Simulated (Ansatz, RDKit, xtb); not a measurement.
# CH9B3N4: which of the isomers drawn lies lowest?, part 2 of 2

Which of a sample of isomers of CH9B3N4 is the most stable in the gas at 298.15 K, and what are its properties? The sample is small against all isomers, and the most stable one of this formula need not be in it.

xtb, Ansatz and PySCF; isolated molecules.

**9. Energies at the top level**

Each finalist gets a single point at CCSD(T)/def2-SVP + MP2/def2-TZVPP - MP2/def2-SVP.

c856a, CCSD(T)/def2-SVP:

Contents of input.yaml:

```yaml
basis:
  gaussian:
    orbitals: def2-SVP
crystal:
  periodic: [false, false, false]
  atoms:
    - {symbol: C, position_ang: [-0.943413, -1.413623, -1.230282]}
    - {symbol: B, position_ang: [-1.119044, -0.569073, 0.103662]}
    - {symbol: B, position_ang: [-1.983365, -0.388390, 2.477241]}
    - {symbol: B, position_ang: [-0.740293, 1.561286, 1.451018]}
    - {symbol: "N", position_ang: [-1.808279, -1.113590, 1.252105]}
    - {symbol: N, position_ang: [-1.446495, 0.933582, 2.553832]}
    - {symbol: "N", position_ang: [-0.211657, 2.881966, 1.545941]}
    - {symbol: N, position_ang: [-0.605487, 0.762913, 0.246232]}
    - {symbol: H, position_ang: [-1.925392, -1.762737, -1.615868]}
    - {symbol: H, position_ang: [-0.343591, -2.330099, -1.040357]}
    - {symbol: H, position_ang: [-0.444068, -0.856457, -2.048615]}
    - {symbol: H, position_ang: [-2.189020, -2.057766, 1.190176]}
    - {symbol: H, position_ang: [-2.571794, -0.882780, 3.424300]}
    - {symbol: H, position_ang: [-1.571439, 1.449438, 3.424809]}
    - {symbol: H, position_ang: [-0.294537, 3.459212, 2.379723]}
    - {symbol: H, position_ang: [0.286169, 3.341933, 0.786973]}
    - {symbol: H, position_ang: [-0.116291, 1.163845, -0.555091]}
correlation:
  method: ccsd_t
  frozen_orbitals: {C: 1, H: 0, B: 1, "N": 1}
```

Started as:

```sh
ansatz run input.yaml --threads 2 --pin off --max-ram 5220MiB --events-out events.jsonl --progress --plain --runs-dir runs
```

The program printed, shortened:

```text
Warning: RAYON_NUM_THREADS=2 ignored (pool sized by the plan → 2); use --threads N
Functional definition: HF
  name "HF"
[...]
1613 factors; integrals over basis functions are off by at most 1.2e-3 eV
[...]
mean field -9116.94618019 eV, -335.0415924339 hartree, gradient 6.9e-6 eV, S^2 0.000000; 0 other end points of the search recorded, 0 dependent functions left out
8 core orbitals not correlated: weight in the atoms' cores, before any rotation towards them, 1.000 or more for the frozen orbitals, at most 0.000 for the correlated occupied ones
reference -9116.94618019 eV, -335.0415924339 hartree; 21, 21 occupied and 128, 128 virtual orbitals, 1613 factors
second order -28.45847466 eV of doubles, -0.00000000 eV of singles
cycle   1  -29.39018119 eV  change   -9.3e-1 eV  update   1.2e-1
[...]
cycle   9  -30.24167197 eV  change   -8.7e-6 eV  update   2.2e-5
perturbative correction -0.95307033 eV, -0.0350246885 hartree
Total energy: -9148.14092249 eV, -336.1879780688 hartree
```

It took 2.6 min on 2 threads of Arm Neoverse N1, shared host; peak memory 1.7 GiB.

**10. c856a at MP2/def2-TZVPP**

input.yaml: that of step 9 with these lines changed.

```diff
@@ -1,4 +1 @@
-basis:
-  gaussian:
-    orbitals: def2-SVP
 crystal:
@@ -10,5 +7,5 @@
     - {symbol: B, position_ang: [-0.740293, 1.561286, 1.451018]}
-    - {symbol: "N", position_ang: [-1.808279, -1.113590, 1.252105]}
+    - {symbol: N, position_ang: [-1.808279, -1.113590, 1.252105]}
     - {symbol: N, position_ang: [-1.446495, 0.933582, 2.553832]}
-    - {symbol: "N", position_ang: [-0.211657, 2.881966, 1.545941]}
+    - {symbol: N, position_ang: [-0.211657, 2.881966, 1.545941]}
     - {symbol: N, position_ang: [-0.605487, 0.762913, 0.246232]}
@@ -23,4 +20,7 @@
     - {symbol: H, position_ang: [-0.116291, 1.163845, -0.555091]}
+basis:
+  gaussian:
+    orbitals: def2-TZVPP
 correlation:
-  method: ccsd_t
+  method: mp2
   frozen_orbitals: {C: 1, H: 0, B: 1, "N": 1}
```

Started as:

```sh
ansatz run input.yaml --threads 2 --pin off --max-ram 5220MiB --events-out events.jsonl --progress --plain --runs-dir runs
```

The program printed:

```text
Warning: RAYON_NUM_THREADS=2 ignored (pool sized by the plan → 2); use --threads N
[... 2 set-up lines as earlier in the session ...]
  exchange = exact_x
  correlation = 0
2225 factors; integrals over basis functions are off by at most 1.1e-3 eV
mean field evaluation 1: about -9118.1522 eV, gradient 6.3e1 eV
mean field evaluation 2: about -9118.3884 eV, gradient 6.3e1 eV
mean field evaluation 4: about -9127.0383 eV, gradient 5.1e0 eV
mean field evaluation 8: about -9127.1358 eV, gradient 2.8e-1 eV
mean field -9127.13602643 eV, -335.4160623763 hartree, gradient 1.0e-6 eV, S^2 0.000000; 0 other end points of the search recorded, 0 dependent functions left out
8 core orbitals not correlated: weight in the atoms' cores, before any rotation towards them, 1.000 or more for the frozen orbitals, at most 0.000 for the correlated occupied ones
reference -9127.13602643 eV, -335.4160623763 hartree; 21, 21 occupied and 345, 345 virtual orbitals, 2225 factors
second order -35.11339069 eV of doubles, -0.00000000 eV of singles
Total energy: -9162.24941712 eV, -336.7064556834 hartree
```

Run time: 33 s. Hardware: 2 threads of Arm Neoverse N1, shared host; peak memory 1.5 GiB.

**11. c905b at CCSD(T)/def2-SVP**

Contents of input.yaml:

```yaml
crystal:
  periodic: [false, false, false]
  atoms:
    - {symbol: C, position_ang: [1.291250, 0.886702, -1.109880]}
    - {symbol: B, position_ang: [0.709615, 1.363044, 1.279837]}
    - {symbol: B, position_ang: [-1.694195, 1.448080, 2.022650]}
    - {symbol: B, position_ang: [-1.119349, 0.964615, -0.398118]}
    - {symbol: N, position_ang: [0.298669, 1.074594, -0.061359]}
    - {symbol: N, position_ang: [-0.288466, 1.544315, 2.296521]}
    - {symbol: N, position_ang: [-2.074407, 1.159671, 0.677816]}
    - {symbol: N, position_ang: [-1.539167, 0.677855, -1.728589]}
    - {symbol: H, position_ang: [1.172696, 1.630050, -1.930191]}
    - {symbol: H, position_ang: [2.312806, 1.001277, -0.699916]}
    - {symbol: H, position_ang: [1.223964, -0.126196, -1.567122]}
    - {symbol: H, position_ang: [1.896377, 1.452427, 1.548688]}
    - {symbol: H, position_ang: [0.017718, 1.749151, 3.246907]}
    - {symbol: H, position_ang: [-2.527378, 1.605193, 2.897777]}
    - {symbol: H, position_ang: [-3.070686, 1.088376, 0.469557]}
    - {symbol: H, position_ang: [-2.516775, 0.593722, -1.998087]}
    - {symbol: H, position_ang: [-0.893860, 0.535607, -2.501604]}
basis:
  gaussian:
    orbitals: def2-SVP
magnetization:
  spin_polarized: false
  initial_magnetization: 0
correlation:
  method: ccsd_t
  frozen_orbitals: {C: 1, H: 0, B: 1, "N": 1}
```

Started as:

```sh
ansatz run input.yaml --threads 2 --pin off --max-ram 5220MiB --events-out events.jsonl --progress --plain --runs-dir runs
```

The program printed, shortened:

```text
Warning: RAYON_NUM_THREADS=2 ignored (pool sized by the plan → 2); use --threads N
[... 2 set-up lines as earlier in the session ...]
[...]
1612 factors; integrals over basis functions are off by at most 1.4e-3 eV
[...]
mean field -9116.16784531 eV, -335.0129891548 hartree, gradient 6.1e-7 eV, S^2 0.000000; 0 other end points of the search recorded, 0 dependent functions left out
8 core orbitals not correlated: weight in the atoms' cores, before any rotation towards them, 1.000 or more for the frozen orbitals, at most 0.000 for the correlated occupied ones
reference -9116.16784531 eV, -335.0129891548 hartree; 21, 21 occupied and 128, 128 virtual orbitals, 1612 factors
second order -28.51493684 eV of doubles, -0.00000000 eV of singles
cycle   1  -29.42104173 eV  change   -9.1e-1 eV  update   1.2e-1
[...]
cycle   9  -30.31646775 eV  change   -1.4e-5 eV  update   2.7e-5
perturbative correction -0.97510636 eV, -0.0358344979 hartree
Total energy: -9147.45941943 eV, -336.1629332933 hartree
```

Wall time 2.6 min (2 threads of Arm Neoverse N1, shared host); peak memory 1.7 GiB.

**12. Free energies and the winner**

Energies in kcal/mol from c856a; G adds the thermal terms to the CCSD(T)/def2-SVP + MP2/def2-TZVPP - MP2/def2-SVP energy. The columns left of the relaxed level are at the tight-binding geometries.

```csv
label,SMILES,spin,GFN2-xTB,HF/STO-3G,r2SCAN-D4/def2-SVP,PBE-D3(BJ)/def2-SVP,HF/def2-SVP,MP2/def2-SVP,CCSD(T)/def2-SVP + MP2/def2-TZVPP - MP2/def2-SVP,G,share at equilibrium,T1
c856a,CB1NBNB(N)N1,singlet,0.0,0.0,0.0,0.0,0.0,0.0,0.0,0.0,100.0 %,0.014
c905b,CN1BNBNB1N,singlet,-1.5,13.0,17.7,16.5,17.9,16.6,17.1,17.4,< 0.1 %,0.014
c873a,CN1BNB(N)NB1,singlet,-1.6,12.8,18.9,17.7,18.1,17.7,18.3,17.9,< 0.1 %,0.014
```

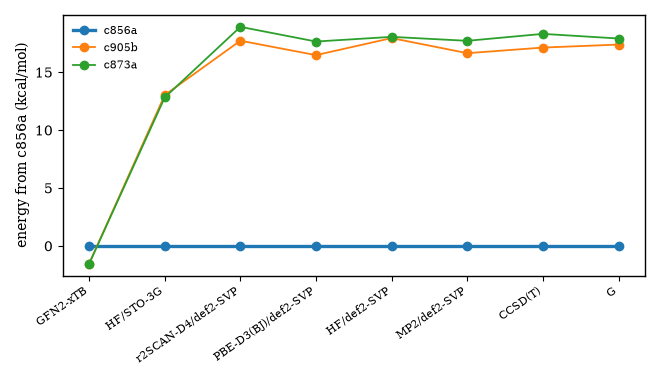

The finalists at each level, measured from c856a.

Lowest found: c856a, `CB1NBNB(N)N1`, a singlet. Some bond lengths: C1–B2 1.589 Å, B2–N5 1.446 Å, B3–N5 1.434 Å, B3–N6 1.429 Å, B4–N6 1.452 Å, B4–N7 1.426 Å, B2–N8 1.435 Å, B4–N8 1.452 Å, C1–H9 1.111 Å, C1–H10 1.112 Å, C1–H11 1.109 Å, N5–H12 1.020 Å, B3–H13 1.220 Å, N6–H14 1.020 Å, N7–H15 1.017 Å, N7–H16 1.018 Å. Some angles: C1–B2–N5 121.3°, C1–B2–N8 122.5°, N5–B2–N8 116.2°, B2–N5–B3 123.1°, N5–B3–N6 117.9°, B3–N6–B4 122.8°, N6–B4–N7 122.0°, N6–B4–N8 116.0°, N7–B4–N8 122.0°, B2–N8–B4 124.0°.

```xyz
17

C    -0.9434   -1.4136   -1.2303
B    -1.1190   -0.5691    0.1037
B    -1.9834   -0.3884    2.4772
B    -0.7403    1.5613    1.4510
N    -1.8083   -1.1136    1.2521
N    -1.4465    0.9336    2.5538
N    -0.2117    2.8820    1.5459
N    -0.6055    0.7629    0.2462
H    -1.9254   -1.7627   -1.6159
H    -0.3436   -2.3301   -1.0404
H    -0.4441   -0.8565   -2.0486
H    -2.1890   -2.0578    1.1902
H    -2.5718   -0.8828    3.4243
H    -1.5714    1.4494    3.4248
H    -0.2945    3.4592    2.3797
H     0.2862    3.3419    0.7870
H    -0.1163    1.1638   -0.5551
```

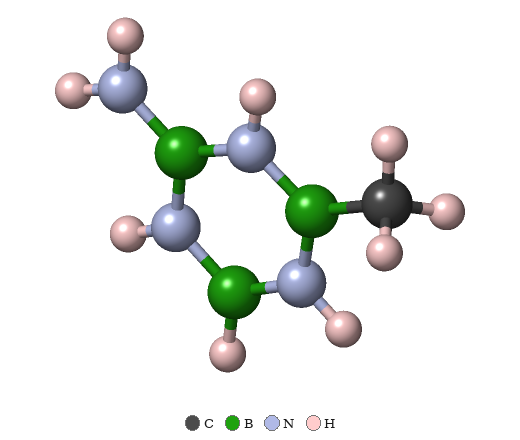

The lowest structure found, seen from a chosen angle (carbon dark grey, boron green, nitrogen light blue, hydrogen pink).

**13. What came out**

The summary covers parts 1 to 2.

| quantity | value |
| --- | --- |
| lowest structure found | CB1NBNB(N)N1, singlet |
| next finalist | CN1BNBNB1N, singlet, 17.4 kcal/mol higher in G |
| share at equilibrium, among the finalists | 100.0 % |
| funnel | 24 starts, 6 minima at GFN2-xTB from these starts (9 with those found later), 9 screening runs, 3 relaxed, 3 ranked |
| CPU time of all runs | 25 min |

`CB1NBNB(N)N1` comes out lowest. Among the finalists first place is clear (17.4 kcal/mol); structures outside the list aren't covered. HF/STO-3G, r2SCAN-D4/def2-SVP, PBE-D3(BJ)/def2-SVP, HF/def2-SVP and MP2/def2-SVP already put its bonding pattern lowest among the structures in one piece; GFN2-xTB favours the singlet CN1BNB(N)NB1. The largest share of the time went into the final energies (77 % of the CPU time that the search's summary counts). The search is not exhaustive (a finite list of starts, one conformer a finalist), so a lower isomer can't be ruled out. Only 6 drawn patterns were tried, so whole families of isomers are missing, and the result ranks this sample alone. The lowest isomer need not be the one that is made and kept in a bottle, which depends on barriers.
